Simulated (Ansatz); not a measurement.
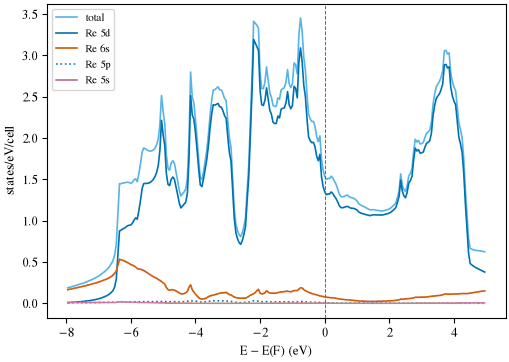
Total and projected density of states of Re (hcp (Mg type), P6_3/mmc), PBE (plane waves, PAW; program Ansatz)

### Question
Which orbitals carry the states next to the Fermi level?

### Answer
Within 0.5 eV of the Fermi level: Re 5d 88 %, outside the projected shells 6 %. Projections are on Löwdin-orthogonalised atomic valence shells; empty p or d shells of many metals are not among them.

### Question
Where is the tallest occupied peak in this window, and what makes it?

### Answer
Near -0.8 eV, about 3.5 states/eV per cell; the largest projected share is Re 5d.

The PBE relaxation kept the symmetry of its start. No spin polarisation was allowed. Scalar-relativistic: spin–orbit coupling is off unless named, which matters more the heavier the elements.

Potentials: the earlier of the program's two PAW sets.
